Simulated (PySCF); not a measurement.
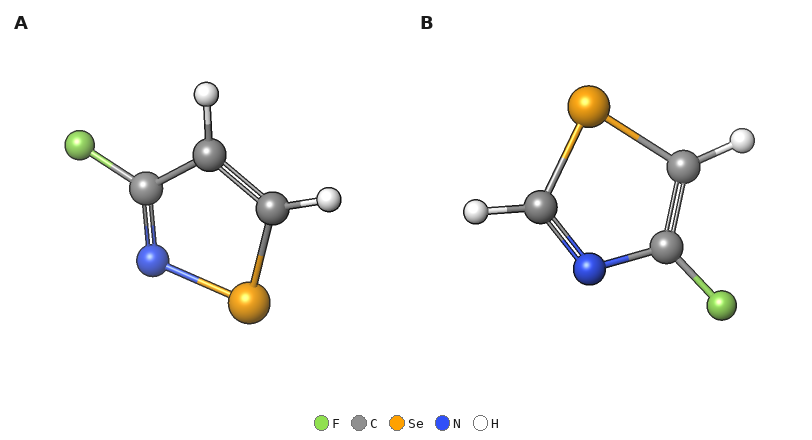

2 stationary structures of one formula. Geometries: PBE0-D3(BJ)/def2-SVP. Electronic energies: PBE0-D3(BJ)/def2-SVP (PySCF 2.14.0), without zero-point energy. No frequency run is at hand to confirm each as a minimum.

Question: How are they related?

Answer: They are constitutional isomers of C3H2FNSe: A `Fc1cc[se]n1`, B `Fc1c[se]cn1`.

Question: Which is lowest in energy, and by how much?

Answer: B is lowest (Cs); A lies 10.8 kJ/mol above it (Cs).
